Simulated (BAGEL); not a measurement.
**HF/def2-SVP (density fitting with qzvpp-jkfit) run of AlGeH4Cl (SMILES [Cl][AlH][GeH3])**

Aim: the energy change on altering one bond length of AlGeH4Cl at HF/def2-SVP (density fitting with qzvpp-jkfit), from 2 runs. 

The calculation is run with BAGEL 1.2.2.

6 further runs of the same task are left out: 2 that didn't finish, 4 set aside as unsound or not needed.

### Step 1. The molecule

AlGeH4Cl: 7 atoms, total charge 0, spin state singlet. As SMILES, `[Cl][AlH][GeH3]`. Geometry: relaxed at PBE0-D4/def2-TZVP.

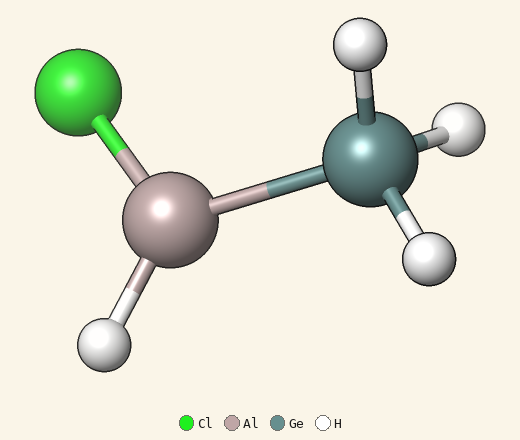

Viewed from a chosen angle; chlorine green, aluminium light grey, germanium teal, hydrogen white.

### Step 2. The energy at HF/def2-SVP (density fitting with qzvpp-jkfit)

Contents of job.json:

```json
{ "bagel" : [

{
  "title" : "molecule",
  "basis" : "svp",
  "df_basis" : "qzvpp-jkfit",
  "angstrom" : true,
  "geometry" : [
    { "atom" : "Cl", "xyz" : [   -2.499300,   -1.527200,   -0.126900 ] },
    { "atom" : "Al", "xyz" : [   -0.425400,   -1.314700,    0.144500 ] },
    { "atom" : "Ge", "xyz" : [    0.501100,    0.959800,   -0.093300 ] },
    { "atom" : "H", "xyz" : [    0.379500,   -2.632000,    0.480000 ] },
    { "atom" : "H", "xyz" : [    0.225700,    1.522500,   -1.499900 ] },
    { "atom" : "H", "xyz" : [   -0.144000,    1.926400,    0.916800 ] },
    { "atom" : "H", "xyz" : [    2.023700,    0.997300,    0.133100 ] }
  ]
},
{ "title" : "hf" },
{ "title" : "print", "file" : "orbitals.molden", "orbitals" : true }

]}
```

The run is started by

```console
$ BAGEL_NUM_THREADS=1 BAGEL job.json > job.out
```

The program printed:

```text
* using 1 threads per process

  ===============================================================
  ===============================================================

  *** Geometry ***

  { "atom" : "Cl", "xyz" : [     -4.722993,     -2.885990,     -0.239806 ] },
  { "atom" : "Al", "xyz" : [     -0.803889,     -2.484423,      0.273065 ] },
  { "atom" : "Ge", "xyz" : [      0.946942,      1.813759,     -0.176311 ] },
  { "atom" : "H", "xyz" : [      0.717151,     -4.973759,      0.907069 ] },
  { "atom" : "H", "xyz" : [      0.426511,      2.877108,     -2.834400 ] },
  { "atom" : "H", "xyz" : [     -0.272121,      3.640368,      1.732501 ] },
  { "atom" : "H", "xyz" : [      3.824239,      1.884624,      0.251523 ] },

  Number of auxiliary basis functions:      594

  Since a DF basis is specified, we compute 2- and 3-index integrals:
    o Being stored without compression. Storage requirement is 0.037 GB

  Number of basis functions:       88
  Number of electrons      :       66

    * METHOD: MOLECULE                             0.31

  *** RHF ***

  === Nuclear Repulsion ===
   276.6386202032

      * DIIS with orbital gradients will be used.

  === RHF iteration (svp) ===
      0      -2778.64225031          0.00651137           0.12
      1      -2778.68881684          0.00213649           0.12
      2      -2778.69370183          0.00075288           0.12
      3      -2778.69432450          0.00009532           0.12
      4      -2778.69433283          0.00004182           0.12
      5      -2778.69433402          0.00000785           0.12
      6      -2778.69433409          0.00000177           0.12
      7      -2778.69433409          0.00000049           0.12
      8      -2778.69433409          0.00000010           0.13
      9      -2778.69433409          0.00000003           0.12
     10      -2778.69433409          0.00000001           0.12
     11      -2778.69433409          0.00000000           0.12
    * SCF iteration converged.

    * Permanent dipole moment:
           (   -0.495695,     0.020585,    -0.077033) a.u.

    * METHOD: HF                                   1.73

    * METHOD: PRINT                                0.01

  ===============================================================
```

Run time: 2.2 s. Hardware: 1 thread of Arm Neoverse V2, shared host; peak memory 0.16 GiB.

### Step 3. The distorted shape, same level

Contents of calc.json:

```json
{ "bagel": [

{
  "title": "molecule",
  "basis": "svp",
  "df_basis": "qzvpp-jkfit",
  "angstrom": "true",
  "geometry": [
    { "atom": "Cl", "xyz": [      -2.638288,      -1.868407,      -0.091227 ] },
    { "atom": "Al", "xyz": [      -0.564388,      -1.655907,       0.180173 ] },
    { "atom": "Ge", "xyz": [       0.501100,       0.959800,      -0.093300 ] },
    { "atom": "H", "xyz": [       0.240512,      -2.973207,       0.515673 ] },
    { "atom": "H", "xyz": [       0.225700,       1.522500,      -1.499900 ] },
    { "atom": "H", "xyz": [      -0.144000,       1.926400,       0.916800 ] },
    { "atom": "H", "xyz": [       2.023700,       0.997300,       0.133100 ] }
  ]
},

{ "title": "hf" },

{ "title": "print", "file": "orbitals.molden", "orbitals": "true" }

]}
```

The run is started by

```console
$ BAGEL_NUM_THREADS=1 BAGEL calc.json > calc.out
```

The program printed:

```text
* using 1 threads per process

  ===============================================================
  ===============================================================

  *** Geometry ***

  { "atom" : "Cl", "xyz" : [     -4.985642,     -3.530778,     -0.172394 ] },
  { "atom" : "Al", "xyz" : [     -1.066539,     -3.129211,      0.340478 ] },
  { "atom" : "Ge", "xyz" : [      0.946942,      1.813759,     -0.176311 ] },
  { "atom" : "H", "xyz" : [      0.454502,     -5.618547,      0.974481 ] },
  { "atom" : "H", "xyz" : [      0.426511,      2.877108,     -2.834400 ] },
  { "atom" : "H", "xyz" : [     -0.272121,      3.640368,      1.732501 ] },
  { "atom" : "H", "xyz" : [      3.824239,      1.884624,      0.251523 ] },

  Number of auxiliary basis functions:      594

  Since a DF basis is specified, we compute 2- and 3-index integrals:
    o Being stored without compression. Storage requirement is 0.037 GB

  Number of basis functions:       88
  Number of electrons      :       66

    * METHOD: MOLECULE                             0.31

  *** RHF ***

  === Nuclear Repulsion ===
   257.8665927097

      * DIIS with orbital gradients will be used.

  === RHF iteration (svp) ===
      0      -2778.62699630          0.00656306           0.13
      1      -2778.67548823          0.00215374           0.12
      2      -2778.68077883          0.00074928           0.12
      3      -2778.68146841          0.00007112           0.12
      4      -2778.68147667          0.00002363           0.12
      5      -2778.68147724          0.00000821           0.12
      6      -2778.68147730          0.00000186           0.12
      7      -2778.68147731          0.00000054           0.12
      8      -2778.68147731          0.00000011           0.13
      9      -2778.68147731          0.00000003           0.12
     10      -2778.68147731          0.00000001           0.11
     11      -2778.68147731          0.00000000           0.11
    * SCF iteration converged.

    * Permanent dipole moment:
           (   -0.456305,     0.124067,    -0.088269) a.u.

    * METHOD: HF                                   1.72

    * METHOD: PRINT                                0.01

  ===============================================================
```

It took 2.2 s on 1 thread of Arm Neoverse V2, shared host; peak memory 0.16 GiB.

### Step 4. Summary of results

At HF/def2-SVP (density fitting with qzvpp-jkfit):

| quantity | value |
| --- | --- |
| first shape: total energy | -2778.69433 Eh |
| first shape: dipole moment | 1.28 D |
| first shape: HOMO energy | -10.33 eV |
| first shape: LUMO energy | 0.87 eV |
| first shape: HOMO–LUMO gap | 11.21 eV |
| distorted shape: total energy | -2778.68148 Eh |
| distorted shape: dipole moment | 1.22 D |
| distorted shape: HOMO energy | -9.60 eV |
| distorted shape: LUMO energy | 0.89 eV |
| distorted shape: HOMO–LUMO gap | 10.49 eV |
| energy change with the Al2–Ge3 bond stretched from 2.467 to 2.838 Å | 0.350 eV |

**Reading.** With the Al2–Ge3 bond stretched from 2.467 to 2.838 Å the energy rises by 0.35 eV (33.8 kJ/mol). The first shape isn't relaxed at this level, so the change isn't measured from a minimum.
